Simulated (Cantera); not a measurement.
Input: 1 mol B, 3.8 mol H2, a varied amount of N2, equilibrated at 1000 K and 13.3 mbar.

Cantera equilibrium calculation (NASA polynomials, part measured and part estimated; ideal gas, pure solids and liquids). Candidate condensed phases: B, BN; 15 gas species. N2 is the only nitrogen source here; it is nearly inert below about 1500 K, so the nitride shown seldom forms there in practice. Kinetics and transport are ignored.

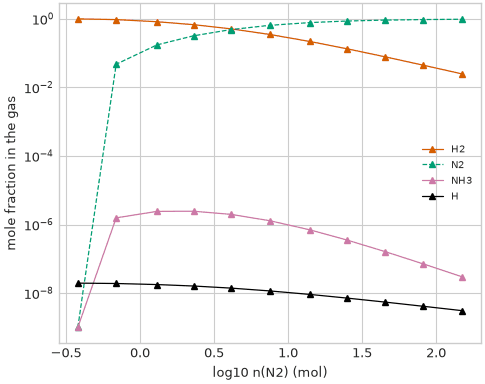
Figure: Equilibrium gas composition (values under 1e-9 drawn at 1e-9)

Q: Read off the mole fractions at 14 mol N2.

A: N2 about 0.78, H2 about 0.22, NH3 about 7.1e-7.
